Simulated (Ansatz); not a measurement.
## Electronic structure of GeH4N (SMILES [NH-][GeH3]) (charge −1) in real space

```tsv
atom	x (Å)	y (Å)	z (Å)
N	0.4348	-1.3811	0.4968
Ge	-0.1838	0.1726	-0.1758
H	1.2038	-1.1290	1.1508
H	-1.3637	-0.1305	-1.1862
H	0.7597	1.1575	-1.0602
H	-0.8507	1.3104	0.7745
```

The highest occupied orbital lies above zero, a sign that basis and functional describe the outermost electron poorly.

Theory: Ansatz 0.2.0, RKS PBE-D4/def2-mTZVP.

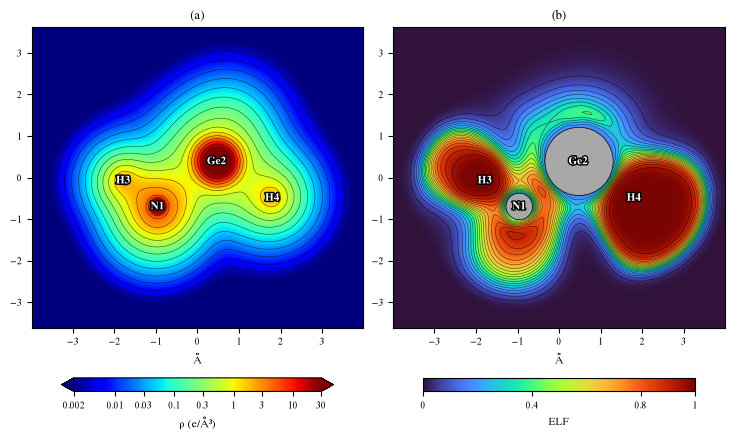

Figure 1. (a) total electron density; (b) ELF on the plane of atoms N1, Ge2 and H4. Grey discs cover the atomic cores in the ELF map.

Q: Interpret the plot.

A: Atoms in the plane: N, Ge and H.
Ge–N (1.80 Å): ρ is about 1 e/Å³ halfway; the ELF peaks at about 0.80 in the valence shell of N, 0.7 Å from its nucleus, and is about 0.45 at the midpoint.
N–H (1.04 Å): the density is about 2.5 e/Å³ at the midpoint; the ELF climbs to about 1 towards the hydrogen, as it does in any bond to H; an ordinary covalent bond to hydrogen.
Ge–H (1.58 Å): ρ at the midpoint is about 0.92 e/Å³; the ELF climbs to about 1 towards the hydrogen.
The ELF also peaks beside N1, away from the bonds: lone-pair regions.

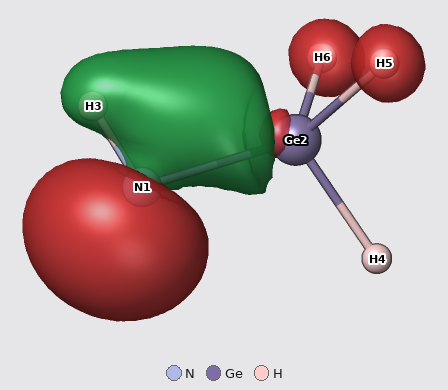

Figure 2. The HOMO−1 at ±0.15 Å⁻³ᐟ² (green and red are the two phases), seen at a tilt.

Q: Describe this orbital and give its energy.

A: Its weight (Hirshfeld) is mainly on N1 (about 70 %), Ge2 (about 15 %) and H3 (about 5 %); largely a lone pair of N1. Its energy is 0.07 eV.
